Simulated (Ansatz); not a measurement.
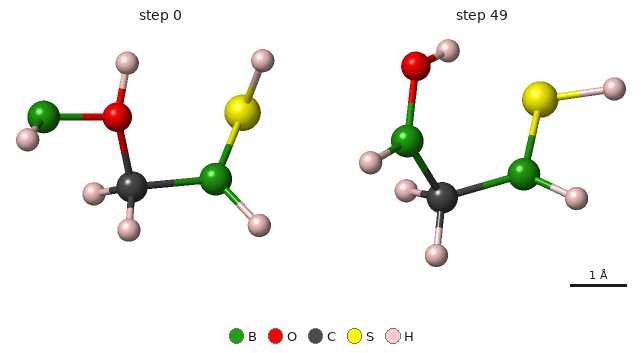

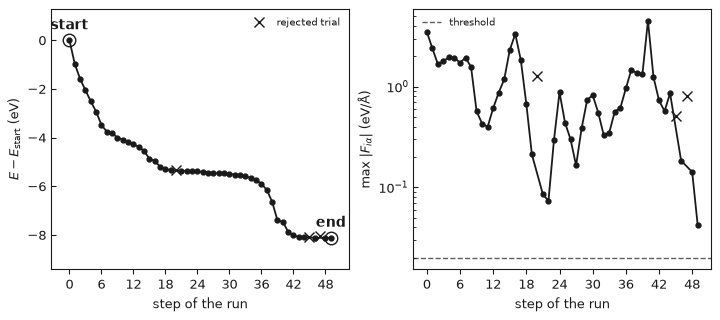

First and last geometry of a relaxation of CH$_{6}$B$_{2}$OS, with the history of the run. A ball-and-stick model, seen at a tilt.

The run prepares an end point of a later path (hydrogen shift) calculation, from a guessed geometry.

Theory: RKS BLYP-D4/def2-SVP in Ansatz.

The input:
```yaml
crystal:
  periodic: [false, false, false]
  atoms:
    - { symbol: B, position_ang: [-0.2858, 1.5732, 1.3458] }
    - { symbol: O, position_ang: [0.2748, 0.4079, 0.7552] }
    - { symbol: C, position_ang: [-0.5896, -0.0666, -0.2853] }
    - { symbol: B, position_ang: [0.1804, -1.3529, -0.9102] }
    - { symbol: S, position_ang: [1.7957, -1.262, -1.7521] }
    - { symbol: H, position_ang: [-1.0719, 1.5415, 2.2511] }
    - { symbol: H, position_ang: [1.19774, 0.48959, 1.10392] }
    - { symbol: H, position_ang: [-1.5187, -0.3459, 0.1166] }
    - { symbol: H, position_ang: [-0.667, 0.6986, -1.047] }
    - { symbol: H, position_ang: [-0.4603, -2.3972, -0.8478] }
    - { symbol: H, position_ang: [2.4492, -1.5391, -0.5066] }
basis:
  gaussian: { orbitals: def2-SVP }
hamiltonian:
  xc: blyp
  dispersion: d4
relax:
  f_tol: 0.02
  max_steps: 50
```

Command:
```bash
ansatz run input.yaml --threads 2 --pin off --max-ram 3072MiB --backend cpu --events-out ev --progress --plain --runs-dir out
```

Read the history and describe the run.

Answer. The relaxation stopped without meeting its thresholds, so the last structure isn't shown to be converged. It used up its limit of 50 steps. After 46 accepted moves (49 points after the start) the energy has fallen by 8.116 eV. The largest force component goes from 3.5 to 0.042 eV/Å. The line search rejected the trial steps at points 20, 45, 47 of the run. The atom that moves furthest after the best rigid fit is O2 (1.06 Å). Largest moves by element: O 1.06 Å, B 0.89 Å, H 0.85 Å, S 0.63 Å, C 0.27 Å. Some distances before and after: O2–C3 1.434 → 2.608 Å, B1–B4 3.724 → 2.571 Å, B1–C3 2.333 → 1.610 Å, S5–H11 1.434 → 1.365 Å. New bonds form, among them: B1–C3 (2.33 → 1.61 Å). Bonds break, among them: O2–C3 (1.43 → 2.61 Å). Among the angles between lasting bonds that change: B1–O2–H7 98.8° → 113.5°, B4–S5–H11 89.6° → 99.1°, C3–B4–H10 114.0° → 123.5°. Groups turn about B4–S5 by about 85°, B1–O2 by about 75°, C3–B4 by about 25°.

| step | E − E(0), eV | largest force component, eV/Å | note |
| --- | --- | --- | --- |
| 0 | 0.0000 | 3.4993 |  |
| 1 | -0.9707 | 2.3928 |  |
| 2 | -1.5856 | 1.6687 |  |
| 3 | -2.0495 | 1.8018 |  |
| 4 | -2.5087 | 1.9438 |  |
| 5 | -2.9280 | 1.9388 |  |
| 6 | -3.4802 | 1.7229 |  |
| 7 | -3.7476 | 1.9401 |  |
| 8 | -3.8199 | 1.5639 |  |
| 9 | -3.9961 | 0.5676 |  |
| 10 | -4.0775 | 0.4289 |  |
| 12 | -4.2686 | 0.6093 |  |
| 14 | -4.5547 | 1.1787 |  |
| 16 | -4.9635 | 3.3283 |  |
| 18 | -5.2910 | 0.6712 |  |
| 20 | -5.3334 | 1.2620 | rejected |
| 22 | -5.3686 | 0.0733 |  |
| 24 | -5.3831 | 0.8768 |  |
| 26 | -5.4344 | 0.2990 |  |
| 28 | -5.4593 | 0.3854 |  |
| 31 | -5.5153 | 0.5519 |  |
| 33 | -5.5931 | 0.3489 |  |
| 35 | -5.7350 | 0.6110 |  |
| 37 | -6.1441 | 1.4711 |  |
| 39 | -7.4002 | 1.3301 |  |
| 41 | -7.8679 | 1.2424 |  |
| 43 | -8.0741 | 0.5702 |  |
| 45 | -8.0660 | 0.5090 | rejected |
| 47 | -8.0473 | 0.7975 | rejected |
| 49 | -8.1160 | 0.0419 |  |
